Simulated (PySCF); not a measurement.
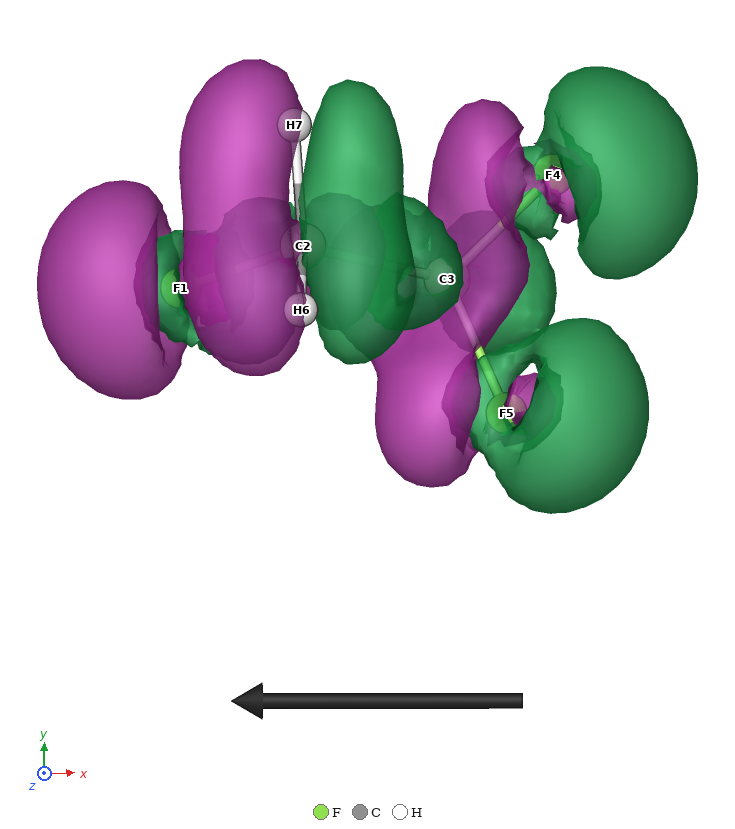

C$_{2}$H$_{3}$F$_{3}$, SMILES `FCC(F)F`. Change of the electron density in a uniform field of 0.41 V/Å along −x (arrow), surfaces at ±0.002 e/Å³ (green: gain, purple: loss).

Method: PBE0/def2-SVPD; geometry: GFN2-xTB; program: PySCF. No frequency check shows the geometry to be a minimum.

Input

```python
import numpy as np
from pyscf import gto, scf, dft
from pyscf.scf import atom_ks, atom_hf
from scipy.linalg import block_diag

def solve(mol, dm0=None, hcore=None):
    mf = (dft.UKS if mol.spin else dft.RKS)(mol, xc='pbe0')
    mf.grids.level = 3
    mf = mf.density_fit(auxbasis='def2-universal-jkfit')
    mf.conv_tol, mf.max_cycle = 1e-8, 80
    if hcore is not None:
        mf.get_hcore = lambda *args: hcore
    mf.kernel(dm0)
    if not mf.converged:
        mf = mf.newton().run(mf.mo_coeff, mf.mo_occ, max_cycle=30)
    assert mf.converged, 'SCF not converged'
    return mf

mol = gto.M(atom='''
F     -1.92081    -0.08959    -0.27006
C     -0.84400     0.32703     0.45725
C      0.44651    -0.01117    -0.29007
F      1.38413     0.93241    -0.04486
F      0.96924    -1.18195     0.13372
H     -0.87561    -0.17972     1.42656
H     -0.92295     1.41189     0.57895
H      0.29048    -0.07508    -1.37777
''', basis='def2-svpd', charge=0, spin=0, verbose=4)
field = np.array([0.008, 0.0, 0.0])  # atomic units
mol.set_common_orig(mol.atom_charges() @ mol.atom_coords() / mol.atom_charges().sum())
mf = solve(mol)
out = dict(dm0=mf.make_rdm1(), d0=mf.dip_moment(unit='AU'), e0=mf.e_tot)
for name, sign in (('p', 1), ('m', -1)):
    h = mf.get_hcore() + sign * np.einsum('x,xij->ij', field, mol.intor('int1e_r'))
    mi = solve(mol, mf.make_rdm1(), h)
    out.update({'dm' + name: mi.make_rdm1(), 'd' + name: mi.dip_moment(unit='AU'), 'e' + name: mi.e_tot})
# spherically averaged free atoms, for the promolecule
atm = atom_ks.get_atm_nrks(mol, xc='pbe0')
pro = block_diag(*[(atm[a[0]][2] * atm[a[0]][3]) @ atm[a[0]][2].T for a in mol._atom])
np.savez('result.npz', pro=pro, **out)
```

Run with:

```sh
OMP_NUM_THREADS=1 python input.py
```

The run took 25 s on 1 thread of Arm Neoverse V2 (shared host), peak memory 0.58 GiB.

Partitions, critical points and surface values were worked out afterwards from this run's density.

The field was applied in both directions; the picture shows the one opposite to the script's first.

> How large is the response?

The induced dipole is 0.63 D (along the field); α along this axis, from the fields in both directions, is 31 bohr³ (4.6 Å³).
